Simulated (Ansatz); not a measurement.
**Nudged elastic band of ZrH2SCl3F**

System: ZrH2SCl3F.
Method: RKS B3LYP/def2-SVP (Ansatz 0.2.0).

It belongs to a series of runs on one base structure; here: band between the two ends. Figures and captions count atoms from 1; the log counts them from 0 in places.

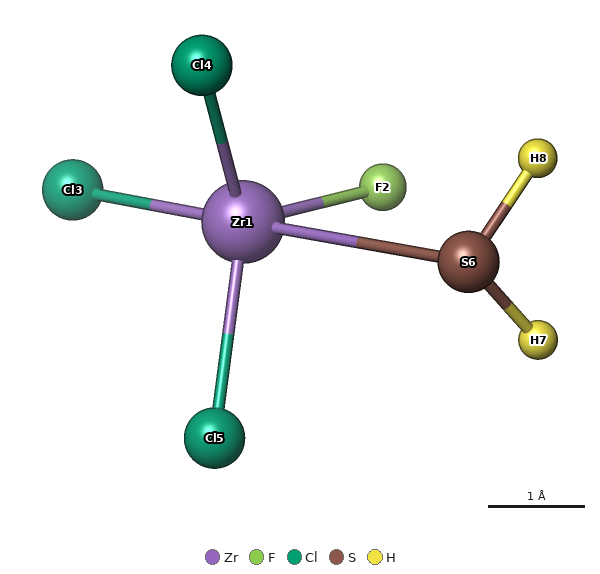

The input geometry (ball-and-stick view, seen at a tilt; atoms are numbered from 1 in the order of the input). Sticks mark near contacts. Bond lengths as drawn: Cl–Zr 2.35 to 2.37 Å, F–Zr 1.90 Å, H–S 1.35 Å and S–Zr 3.02 Å.

**Input file**
```yaml
crystal:
  periodic: [false, false, false]
  atoms:
    - { symbol: Zr, position_ang: [0.011763, -0.03629, -0.120604] }
    - { symbol: F, position_ang: [0.194063, -0.410716, 1.737341] }
    - { symbol: Cl, position_ang: [2.275651, -0.003862, -0.76192] }
    - { symbol: Cl, position_ang: [-0.666297, 2.170039, -0.65232] }
    - { symbol: Cl, position_ang: [-0.832834, -1.807022, -1.449885] }
    - { symbol: S, position_ang: [-2.867016, -0.111424, 0.802367] }
    - { symbol: H, position_ang: [-2.840545, -1.288214, 1.471222] }
    - { symbol: H, position_ang: [-2.743484, 0.614688, 1.938397] }
basis:
  gaussian: { orbitals: def2-SVP }
hamiltonian:
  xc: b3lyp
neb:
  order_check: false
  images: 7
  f_tol: 0.05
  max_iterations: 60
  final_atoms:
    - { symbol: Zr, position_ang: [-0.58559421, 0.01965413, -0.30239696] }
    - { symbol: F, position_ang: [-0.54345504, 1.05104633, 1.87329986] }
    - { symbol: Cl, position_ang: [1.42558605, -0.96537921, 0.41088399] }
    - { symbol: Cl, position_ang: [-0.52408571, 2.22995558, -1.08526232] }
    - { symbol: Cl, position_ang: [-0.99875634, -1.21220078, -2.25172688] }
    - { symbol: S, position_ang: [-2.66190353, -0.6347755, 1.00666285] }
    - { symbol: H, position_ang: [-2.24317713, -1.91164279, 1.19329993] }
    - { symbol: H, position_ang: [-1.3373131, 0.55054124, 2.11983753] }
  initial_path:
    images:
      - { positions_ang: [[0.011763, -0.03629, -0.120604], [0.194063, -0.410716, 1.737341], [2.275651, -0.003862, -0.76192], [-0.666297, 2.170039, -0.65232], [-0.832834, -1.807022, -1.449885], [-2.867016, -0.111424, 0.802367], [-2.840545, -1.288214, 1.471222], [-2.743484, 0.614688, 1.938397]] }
      - { positions_ang: [[0.00768325, -0.02091634, -0.09124284], [0.1481804, -0.31455396, 1.88456264], [2.29823007, 0.0188999, -0.78558275], [-0.80823215, 2.14687814, -0.6866013], [-0.91445089, -1.86364623, -1.30751757], [-2.82597022, -0.09459182, 0.82970771], [-2.99229879, -1.19439676, 1.12972175], [-2.38184066, 0.44952608, 1.99155036]] }
      - { positions_ang: [[0.0036035, -0.00554268, -0.06188169], [0.10229779, -0.21839193, 2.03178428], [2.32080913, 0.04166181, -0.80924551], [-0.95016731, 2.12371727, -0.7208826], [-0.99606778, -1.92027046, -1.16515013], [-2.78492444, -0.07775964, 0.85704843], [-3.14405258, -1.10057953, 0.78822149], [-2.02019732, 0.28436416, 2.04470373]] }
      - { positions_ang: [[-0.00047625, 0.00983098, -0.03252053], [0.05641519, -0.12222989, 2.17900592], [2.3433882, 0.06442371, -0.83290826], [-1.09210246, 2.10055641, -0.75516389], [-1.07768468, -1.97689469, -1.0227827], [-2.74387865, -0.06092747, 0.88438914], [-3.29580637, -1.00676229, 0.44672124], [-1.65855398, 0.11920223, 2.09785709]] }
      - { positions_ang: [[-0.004556, 0.02520464, -0.00315937], [0.01053258, -0.02606785, 2.32622756], [2.36596726, 0.08718561, -0.85657101], [-1.23403762, 2.07739555, -0.78944519], [-1.15930157, -2.03351892, -0.88041527], [-2.70283287, -0.04409529, 0.91172985], [-3.44756015, -0.91294506, 0.10522098], [-1.29691063, -0.04595969, 2.15101045]] }
      - { positions_ang: [[-0.14981555, 0.02381702, -0.07796877], [-0.12796432, 0.24321069, 2.21299563], [2.13087196, -0.17595559, -0.53970726], [-1.05654964, 2.11553555, -0.86339947], [-1.11916526, -1.82818938, -1.22324317], [-2.69260054, -0.19176534, 0.9354631], [-3.1464644, -1.16261949, 0.37724072], [-1.30701125, 0.10316555, 2.14321722]] }
      - { positions_ang: [[-0.2950751, 0.02242939, -0.15277816], [-0.26646123, 0.51248924, 2.09976371], [1.89577666, -0.4390968, -0.22284351], [-0.87906166, 2.15367556, -0.93735375], [-1.07902895, -1.62285985, -1.56607108], [-2.6823682, -0.33943539, 0.95919635], [-2.84536864, -1.41229392, 0.64926046], [-1.31711187, 0.25229078, 2.13542399]] }
      - { positions_ang: [[-0.44033466, 0.02104176, -0.22758756], [-0.40495813, 0.78176778, 1.98653178], [1.66068135, -0.702238, 0.09402024], [-0.70157368, 2.19181557, -1.01130804], [-1.03889264, -1.41753032, -1.90889898], [-2.67213587, -0.48710545, 0.9829296], [-2.54427288, -1.66196836, 0.9212802], [-1.32721248, 0.40141601, 2.12763076]] }
      - { positions_ang: [[-0.58559421, 0.01965413, -0.30239696], [-0.54345504, 1.05104633, 1.87329986], [1.42558605, -0.96537921, 0.41088399], [-0.52408571, 2.22995558, -1.08526232], [-0.99875634, -1.21220078, -2.25172688], [-2.66190353, -0.6347755, 1.00666285], [-2.24317713, -1.91164279, 1.19329993], [-1.3373131, 0.55054124, 2.11983753]] }
```

Machine: 4 threads of Intel Xeon (Granite Rapids), 32 GiB of memory available, shared host.

Command:
```bash
ansatz run input.yaml --threads 4 --pin off --max-ram 5120MiB --backend cpu --events-out ev --progress --plain --runs-dir out
```

**Output**
```
Engine: ansatz 0.2.0, x86_64-unknown-linux-gnu
Functional definition: B3LYP
  parameter a0 = 0.2
  parameter ax = 0.72
  parameter ac = 0.81
  exchange = (1 - a0 - ax)*slater_x + ax*b88_x + a0*exact_x
  correlation = (1 - ac)*vwn_rpa_c + ac*lyp_c
1288 factors; integrals over basis functions are off by at most 2.5e-4 eV
mean field evaluation 1: about -52424.0009 eV, gradient 4.1e1 eV
mean field evaluation 2: about -52399.9754 eV, gradient 1.3e2 eV
mean field evaluation 4: about -52427.2526 eV, gradient 4.0e0 eV
mean field evaluation 8: about -52427.3192 eV, gradient 3.9e-1 eV
mean field evaluation 16: about -52427.3197 eV, gradient 1.4e-5 eV
mean field -52427.31967421 eV, -1926.6684615135 hartree, gradient 1.5e-5 eV, S^2 0.000000; 0 other end points of the search recorded, 0 dependent functions left out
the calculation of the forces begins
reference -52427.32002674 eV, -1926.6684744689 hartree; 45, 45 occupied and 82, 82 virtual orbitals, 1288 factors
1290 factors; integrals over basis functions are off by at most 1.0e-3 eV
mean field evaluation 32: about -52426.3109 eV, gradient 1.5e-4 eV
mean field -52426.31088591 eV, -1926.6313892274 hartree, gradient 2.2e-5 eV, S^2 0.000000; 0 other end points of the search recorded, 0 dependent functions left out
[... from here on the field's lines of each further geometry are left out, up to the last ...]
NEB iter   1: max|band force component| = 1.578e1 eV/Å  barrier→ = 4.1333 eV  barrier← = 3.1245 eV  Δτ_max = 0.2000 Å  (264 SCF iters)
NEB iter   2: max|band force component| = 5.955e0 eV/Å  barrier→ = 2.3253 eV  barrier← = 1.3165 eV  Δτ_max = 0.2000 Å  (248 SCF iters)
NEB iter   3: max|band force component| = 2.662e0 eV/Å  barrier→ = 1.5544 eV  barrier← = 0.5456 eV  Δτ_max = 0.2000 Å  (228 SCF iters)
NEB iter   4: max|band force component| = 1.597e0 eV/Å  barrier→ = 1.2003 eV  barrier← = 0.1915 eV  Δτ_max = 0.1999 Å  (219 SCF iters)
NEB iter   5: max|band force component| = 1.539e0 eV/Å  barrier→ = 1.1067 eV  barrier← = 0.0980 eV  Δτ_max = 0.1986 Å  (216 SCF iters)
NEB iter   6: max|band force component| = 1.379e0 eV/Å  barrier→ = 1.0978 eV  barrier← = 0.0890 eV  Δτ_max = 0.1999 Å  (220 SCF iters)
NEB iter   7: max|band force component| = 1.293e0 eV/Å  barrier→ = 1.0975 eV  barrier← = 0.0887 eV  Δτ_max = 0.1971 Å  (228 SCF iters)
NEB iter   8: max|band force component| = 8.549e-1 eV/Å  barrier→ = 1.0921 eV  barrier← = 0.0833 eV  Δτ_max = 0.1966 Å  (221 SCF iters)
NEB iter   9: max|band force component| = 3.932e-1 eV/Å  barrier→ = 1.0872 eV  barrier← = 0.0784 eV  CI = image 6  Δτ_max = 0.1993 Å  (227 SCF iters)
NEB iter  10: max|band force component| = 1.903e-1 eV/Å  barrier→ = 1.0869 eV  barrier← = 0.0782 eV  CI = image 6  Δτ_max = 0.1962 Å  (221 SCF iters)
NEB iter  11: max|band force component| = 1.685e-1 eV/Å  barrier→ = 1.0845 eV  barrier← = 0.0757 eV  CI = image 6  Δτ_max = 0.1987 Å  (226 SCF iters)
NEB iter  12: max|band force component| = 2.722e-1 eV/Å  barrier→ = 1.0811 eV  barrier← = 0.0723 eV  CI = image 6  Δτ_max = 0.0979 Å  (225 SCF iters)
NEB iter  13: max|band force component| = 2.372e-1 eV/Å  barrier→ = 1.0782 eV  barrier← = 0.0694 eV  CI = image 6  Δτ_max = 0.0990 Å  (221 SCF iters)
NEB iter  14: max|band force component| = 1.733e-1 eV/Å  barrier→ = 1.0759 eV  barrier← = 0.0671 eV  CI = image 6  Δτ_max = 0.0316 Å  (226 SCF iters)
NEB iter  15: max|band force component| = 9.234e-2 eV/Å  barrier→ = 1.0746 eV  barrier← = 0.0658 eV  CI = image 6  Δτ_max = 0.0256 Å  (226 SCF iters)
NEB iter  16: max|band force component| = 2.757e-2 eV/Å  barrier→ = 1.0738 eV  barrier← = 0.0650 eV  CI = image 6  Δτ_max = 0.0208 Å  (224 SCF iters)
NEB iter  17: max|band force component| = 4.149e-2 eV/Å  barrier→ = 1.0730 eV  barrier← = 0.0642 eV  CI = image 6  Δτ_max = 0.0209 Å  (32 SCF iters)
NEB iter  18: max|band force component| = 6.058e-2 eV/Å  barrier→ = 1.0723 eV  barrier← = 0.0635 eV  CI = image 6  Δτ_max = 0.0610 Å  (32 SCF iters)
NEB iter  19: max|band force component| = 2.858e-2 eV/Å  barrier→ = 1.0717 eV  barrier← = 0.0629 eV  CI = image 6  Δτ_max = 0.0270 Å  (226 SCF iters)
NEB iter  20: max|band force component| = 4.558e-2 eV/Å  barrier→ = 1.0710 eV  barrier← = 0.0622 eV  CI = image 6  Δτ_max = 0.0255 Å  (33 SCF iters)
NEB iter  21: max|band force component| = 5.759e-2 eV/Å  barrier→ = 1.0704 eV  barrier← = 0.0616 eV  CI = image 6  Δτ_max = 0.0729 Å  (33 SCF iters)
NEB iter  22: max|band force component| = 3.601e-2 eV/Å  barrier→ = 1.0700 eV  barrier← = 0.0612 eV  CI = image 6  Δτ_max = 0.0283 Å  (225 SCF iters)
the calculation of the forces begins
reference -52426.29475798 eV, -1926.6307965369 hartree; 45, 45 occupied and 82, 82 virtual orbitals, 1290 factors
1290 factors; integrals over basis functions are off by at most 9.5e-4 eV
mean field evaluation 1152: about -52412.2157 eV, gradient 8.3e1 eV
mean field -52426.24994240 eV, -1926.6291495945 hartree, gradient 1.3e-5 eV, S^2 0.000000; 1 other end points of the search recorded, 0 dependent functions left out
the calculation of the forces begins
reference -52426.25029744 eV, -1926.6291626423 hartree; 45, 45 occupied and 82, 82 virtual orbitals, 1290 factors
NEB iter  23: max|band force component| = 3.601e-2 eV/Å  barrier→ = 1.0697 eV  barrier← = 0.0609 eV  CI = image 6  Δτ_max = 0.0000 Å  (240 SCF iters)
```

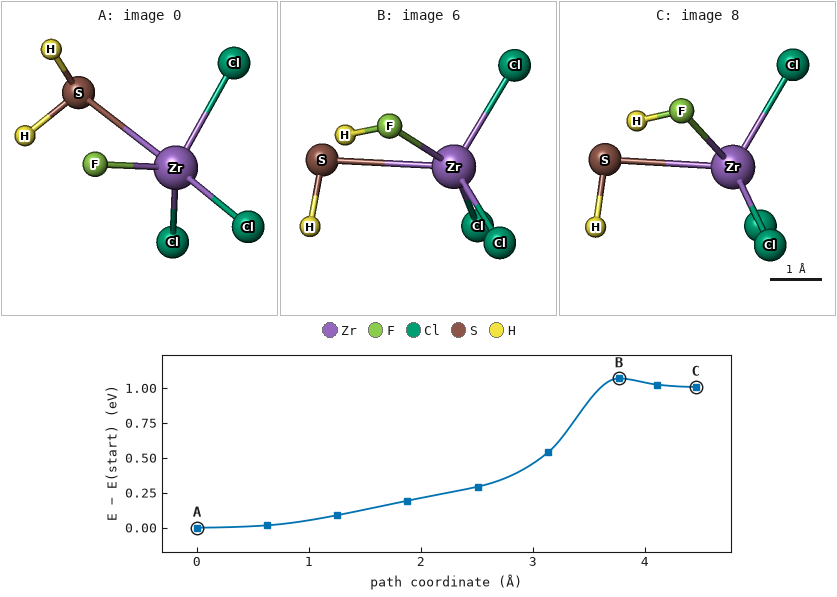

Images of the last band (counted from 0; ball-and-stick, seen at a tilt) above the energy along the path; the line is a cubic interpolation that uses the forces. The highest image is number 6, 1.070 eV above the start and 0.061 eV above the end (the climbing image); the end lies 1.009 eV above the start. The path is 4.45 Å long. The band converged in 23 iterations.

```
Total energy: -52426.25029744 eV, -1926.6291626423 hartree
Atom 0 at    -0.489697     0.112996    -0.246267 Å, force     0.003724    -0.015042     0.003331 eV/Å
Atom 1 at    -0.500960     0.797044     1.852229 Å, force    -0.016256     0.015143    -0.002715 eV/Å
Atom 2 at     1.617439    -0.834259     0.165780 Å, force    -0.001623    -0.002373    -0.007314 eV/Å
Atom 3 at    -0.441042     2.283794    -1.112985 Å, force     0.002016     0.005600     0.005088 eV/Å
Atom 4 at    -1.157536    -1.187078    -2.086142 Å, force     0.001913    -0.000506     0.001275 eV/Å
Atom 5 at    -2.701836    -0.535425     1.092122 Å, force    -0.012755     0.005879    -0.005997 eV/Å
Atom 6 at    -2.303713    -1.805579     1.351381 Å, force     0.008261     0.004590     0.003139 eV/Å
Atom 7 at    -1.491354     0.295707     1.948481 Å, force     0.014722    -0.013291     0.003193 eV/Å
Dipole moment:    -0.195665    -0.172318     0.317877 e Å
this run last wrote the band of iteration 23 to [file]; this run last wrote the band within `neb.f_tol` of iteration 22 to [file]
```

**The last band as extended XYZ (Å, eV, eV/Å)**
```
8
Properties=species:S:1:pos:R:3:forces:R:3 image=0 energy=-52427.31967
Zr    0.0118   -0.0363   -0.1206   -0.0003   0.0016  -0.0053
F     0.1941   -0.4107    1.7373   -0.0001  -0.0035   0.0058
Cl    2.2757   -0.0039   -0.7619   -0.0004  -0.0005  -0.0001
Cl   -0.6663    2.1700   -0.6523   -0.0026   0.0001   0.0017
Cl   -0.8328   -1.8070   -1.4499    0.0006  -0.0004  -0.0003
S    -2.8670   -0.1114    0.8024    0.0005  -0.0012  -0.0035
H    -2.8405   -1.2882    1.4712    0.0015  -0.0052  -0.0001
H    -2.7435    0.6147    1.9384    0.0008   0.0091   0.0019
8
Properties=species:S:1:pos:R:3:forces:R:3 image=1 energy=-52427.30294
Zr   -0.0095    0.0364   -0.1270    0.0065  -0.0038   0.0010
F     0.1492   -0.1497    1.7641    0.0101  -0.0321   0.0020
Cl    2.2645   -0.1282   -0.7056    0.0055   0.0253  -0.0176
Cl   -0.5970    2.2061   -0.8498   -0.0131  -0.0086   0.0198
Cl   -0.9179   -1.7552   -1.3909    0.0100  -0.0213   0.0085
S    -2.8767   -0.0467    0.8949    0.0032   0.0115  -0.0052
H    -2.8636   -1.3633    1.2083   -0.0129   0.0106   0.0015
H    -2.6178    0.3277    2.1706   -0.0093   0.0183  -0.0100
8
Properties=species:S:1:pos:R:3:forces:R:3 image=2 energy=-52427.23023
Zr   -0.0624    0.1306   -0.1483    0.0152  -0.0230   0.0019
F     0.0740    0.1662    1.7586    0.0286  -0.0757   0.0077
Cl    2.2012   -0.3259   -0.5899    0.0281   0.0587  -0.0461
Cl   -0.4842    2.2756   -1.0173   -0.0360  -0.0082   0.0310
Cl   -1.0499   -1.5796   -1.4813    0.0288  -0.0477   0.0342
S    -2.8727   -0.1540    0.9979   -0.0091   0.0392  -0.0068
H    -2.7416   -1.4912    1.1618   -0.0317   0.0304  -0.0109
H    -2.5332    0.1056    2.2832   -0.0238   0.0264  -0.0109
8
Properties=species:S:1:pos:R:3:forces:R:3 image=3 energy=-52427.12565
Zr   -0.1331    0.2052   -0.1702    0.0239  -0.0280  -0.0315
F    -0.0296    0.4902    1.7241    0.0401  -0.0609   0.0416
Cl    2.0908   -0.5161   -0.4196    0.0384   0.0578  -0.0590
Cl   -0.3759    2.3177   -1.1641   -0.0248  -0.0011   0.0147
Cl   -1.1607   -1.4096   -1.6091    0.0249  -0.0416   0.0485
S    -2.8289   -0.3111    1.0614   -0.0194   0.0350  -0.0209
H    -2.5942   -1.6351    1.2190   -0.0357   0.0286  -0.0142
H    -2.4371   -0.0140    2.3229   -0.0474   0.0102   0.0207
8
Properties=species:S:1:pos:R:3:forces:R:3 image=4 energy=-52427.02577
Zr   -0.2262    0.2358   -0.2032    0.0695   0.0060  -0.0034
F    -0.1734    0.7726    1.6501    0.0429  -0.0126   0.0078
Cl    1.9267   -0.7121   -0.2031    0.0401   0.0518  -0.0716
Cl   -0.3184    2.3077   -1.2989    0.0256   0.0035  -0.0263
Cl   -1.2510   -1.2885   -1.7473   -0.0208  -0.0347   0.0506
S    -2.7617   -0.4452    1.1186    0.0037  -0.0037  -0.0162
H    -2.4221   -1.7344    1.3587   -0.0394   0.0093  -0.0288
H    -2.2425   -0.0086    2.2897   -0.1216  -0.0197   0.0880
8
Properties=species:S:1:pos:R:3:forces:R:3 image=5 energy=-52426.78049
Zr   -0.3381    0.2082   -0.2000    0.1795   0.1153   0.0288
F    -0.3260    0.8314    1.6706    0.1834   0.0467  -0.1775
Cl    1.7535   -0.8266    0.0511    0.1438  -0.0028  -0.1215
Cl   -0.3925    2.3133   -1.2228    0.0810   0.0527  -0.0993
Cl   -1.2040   -1.2145   -1.9253   -0.0549   0.0202   0.1582
S    -2.7365   -0.4990    1.1387   -0.0208   0.0057   0.0599
H    -2.3307   -1.7670    1.3954   -0.0154   0.0192   0.0342
H    -1.8944    0.0814    2.0569   -0.4966  -0.2570   0.1172
8
Properties=species:S:1:pos:R:3:forces:R:3 image=6 energy=-52426.24994
Zr   -0.4897    0.1130   -0.2463    0.0037  -0.0150   0.0033
F    -0.5010    0.7970    1.8522   -0.0163   0.0151  -0.0027
Cl    1.6174   -0.8343    0.1658   -0.0016  -0.0024  -0.0073
Cl   -0.4410    2.2838   -1.1130    0.0020   0.0056   0.0051
Cl   -1.1575   -1.1871   -2.0861    0.0019  -0.0005   0.0013
S    -2.7018   -0.5354    1.0921   -0.0128   0.0059  -0.0060
H    -2.3037   -1.8056    1.3514    0.0083   0.0046   0.0031
H    -1.4914    0.2957    1.9485    0.0147  -0.0133   0.0032
8
Properties=species:S:1:pos:R:3:forces:R:3 image=7 energy=-52426.29440
Zr   -0.5515    0.0469   -0.2855   -0.0026  -0.0227  -0.0133
F    -0.4995    0.8734    1.9166    0.0387   0.0448  -0.0010
Cl    1.5456   -0.8689    0.2561   -0.0471  -0.0157   0.0197
Cl   -0.5032    2.2530   -1.0674   -0.0205  -0.0090   0.0120
Cl   -1.0678   -1.2107   -2.1917    0.0172   0.0030  -0.0377
S    -2.6997   -0.5635    1.0047    0.0090  -0.0216   0.0015
H    -2.3153   -1.8366    1.2724    0.0013  -0.0058  -0.0248
H    -1.3774    0.4336    2.0594    0.0040   0.0269   0.0436
8
Properties=species:S:1:pos:R:3:forces:R:3 image=8 energy=-52426.31089
Zr   -0.5856    0.0197   -0.3024    0.0051  -0.0111   0.0041
F    -0.5435    1.0510    1.8733   -0.0216  -0.0112   0.0236
Cl    1.4256   -0.9654    0.4109    0.0083  -0.0017  -0.0041
Cl   -0.5241    2.2300   -1.0853    0.0000   0.0050  -0.0117
Cl   -0.9988   -1.2122   -2.2517   -0.0008   0.0047  -0.0020
S    -2.6619   -0.6348    1.0067   -0.0161  -0.0050   0.0027
H    -2.2432   -1.9116    1.1933    0.0018   0.0004  -0.0018
H    -1.3373    0.5505    2.1198    0.0233   0.0189  -0.0109
```

**Summary**

| quantity | value |
| --- | --- |
| outcome | converged |
| barrier, forward | 1.070 eV |
| barrier, backward | 0.061 eV |
| wall time | 3.4 min (CPU time 13 min) |
| peak memory | 0.41 GiB |

**Remarks**

The order of the saddle point was not checked.
